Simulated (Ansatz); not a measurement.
AsH$_{32}$Si$_{19}$ (doublet), 52 atoms.

Geometry: PBE-D4/def2-SVP.

These are results of Ansatz, UKS PBE0-D4/def2-SVP, not measurements.

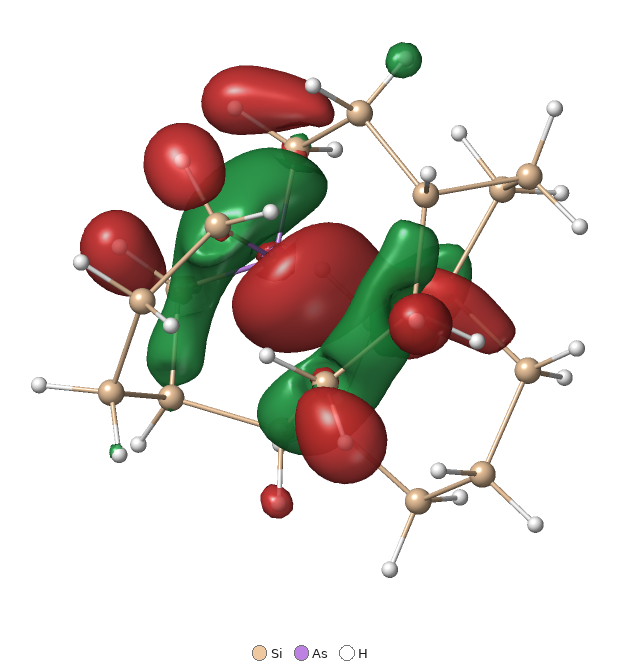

AsH$_{32}$Si$_{19}$ (doublet). The HOMO−1 (α) at ±0.06 Å⁻³ᐟ² (green and red are the two phases), seen at a tilt.

Where does this orbital lie, and at what energy?

Answer. By Hirshfeld shares it lies mainly on As4 (about 35 %), Si12 (about 10 %) and Si6 (about 5 %). Its energy is −7.24 eV.
